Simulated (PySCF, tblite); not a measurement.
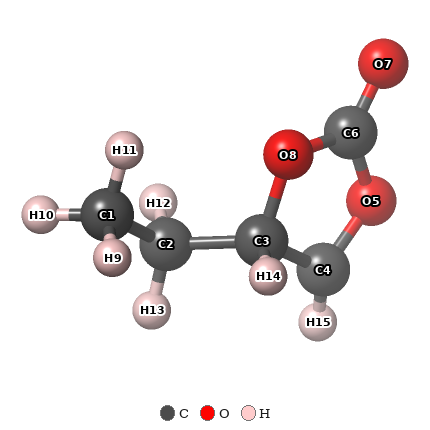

First-order isotropic EPR spectrum (fast tumbling, first derivative) of C₅H₇O₃, SMILES CC[C@H]1[CH]OC(=O)O1, doublet at 9.50 GHz, Lorentzian lines of 0.10 mT full width at half height, from computed g and hyperfine couplings (B3LYP/pcH-1 with PySCF 2.14.0, at a GFN2-xTB geometry (a minimum by its frequencies), gas phase); values of one conformer, averaged over methyl-type rotors alone; other conformers aren't averaged in; no vibrational averaging; dilute isotopes left out. The SMILES is one Lewis form and needn't show where the spin sits.

### Give g and the hyperfine couplings.

g_iso = 2.0031, which centres the spectrum at 338.9 mT; it spans 5.4 mT.

```csv
nuclei,isotope,a (mT),a (MHz)
H14,¹H,3.42,95.8
H15,¹H,−1.67,−46.8
H12,¹H,−0.13,−3.6
H13,¹H,−0.12,−3.3
"H9, H10, H11",¹H,0.03,0.7
```

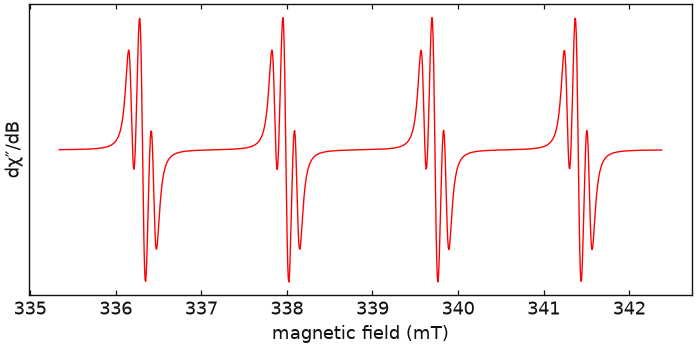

Caveats: the tight-binding geometry is rougher than a DFT one and adds to the error.
